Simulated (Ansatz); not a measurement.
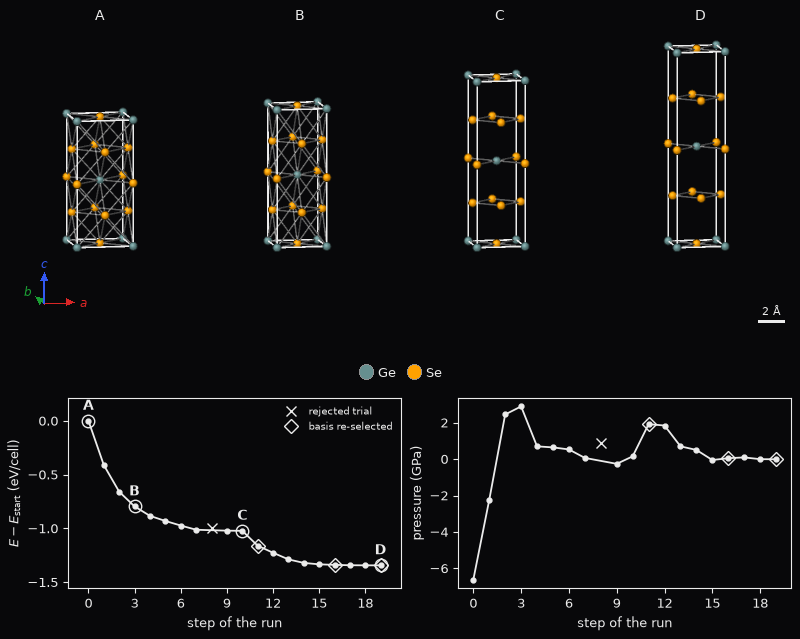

Frames of a relaxation of crystalline GeSe₃ (built on the TiAl3 (D0_22)_139 type) (coarse preliminary run), marked on the history of the run. A ball-and-stick model of the conventional cell (2 times the calculation's cell), seen slightly off an axis. Lengths and directions refer to the drawn axes.

Case: TiAl3 (D0_22) type (I4/mmm, No. 139).

These are results of Ansatz, DFT PBE, scalar-relativistic, plane waves, PAW, not measurements. Set-up: plane-wave cutoff 420 eV; k-point mesh 6 × 6 × 6; occupations gaussian; smearing width 0.1 eV; no spin polarisation; cell and atoms relaxed; force threshold 0.04 eV/Å; at most 70 steps.

**What happens along the run?**

The atoms keep their places relative to the cell (all moves are under 0.005 Å). Cell: a = b 4.421 → 3.787 Å (−14.4 %), c 9.876 → 15.234 Å (+54.3 %). Volume +13.1 %. Near-neighbour distances that change, for instance: Ge–Se 3.314 → 4.253 Å, Se–Se 3.314 → 4.253 Å, Se–Se 3.126 → 2.677 Å, Ge–Se 3.126 → 2.677 Å. The space group stays I4/mmm (No. 139). After 15 accepted moves (19 points after the start) the energy has fallen by 1.343 eV per cell of the calculation. All forces vanish by symmetry, so only the cell relaxes. The pressure goes from −6.63 to −0.01 GPa. The line search rejected the trial step at point 8 of the run. The SCF was repeated 3 times at an unchanged geometry on a basis and grid sized afresh for the cell, which shifted the energy by 0.138 eV per cell of the calculation at most. Cost: 3.4 min on 1 thread of Intel(R) Xeon(R) Platinum 8259CL CPU @ 2.50GHz (Skylake/Cascade Lake), with other jobs on the host, peak memory 0.59 GiB. From step 0 to 3: volume −14.5 %, energy −0.796 eV per cell of the calculation. From step 3 to 10: volume +12.3 %, energy −0.227 eV per cell of the calculation. From step 10 to 19: volume +17.9 %, energy −0.321 eV per cell of the calculation.

| step | E − E(0), meV/atom | pressure, GPa | volume, Å³/atom | note |
| --- | --- | --- | --- | --- |
| 0 | 0.00 | -6.63 | 24.131 |  |
| 1 | -103.02 | -2.24 | 21.782 |  |
| 2 | -164.83 | 2.45 | 20.444 |  |
| 3 | -198.88 | 2.89 | 20.620 |  |
| 4 | -220.79 | 0.70 | 21.582 |  |
| 5 | -232.63 | 0.64 | 22.053 |  |
| 6 | -243.24 | 0.53 | 22.547 |  |
| 7 | -253.04 | 0.06 | 23.026 |  |
| 8 | -250.03 | 0.88 | 23.118 | rejected |
| 9 | -255.15 | -0.26 | 23.227 |  |
| 10 | -255.52 | 0.15 | 23.164 |  |
| 11 | -289.98 | 1.92 | 23.164 | same geometry, new basis |
| 12 | -306.47 | 1.84 | 23.688 |  |
| 13 | -321.85 | 0.70 | 24.736 |  |
| 14 | -330.12 | 0.50 | 25.552 |  |
| 15 | -333.38 | -0.05 | 26.533 |  |
| 16 | -334.69 | 0.05 | 26.533 | same geometry, new basis |
| 17 | -335.49 | 0.09 | 26.924 |  |
| 18 | -335.71 | 0.00 | 27.303 |  |
| 19 | -335.76 | -0.01 | 27.303 | same geometry, new basis |
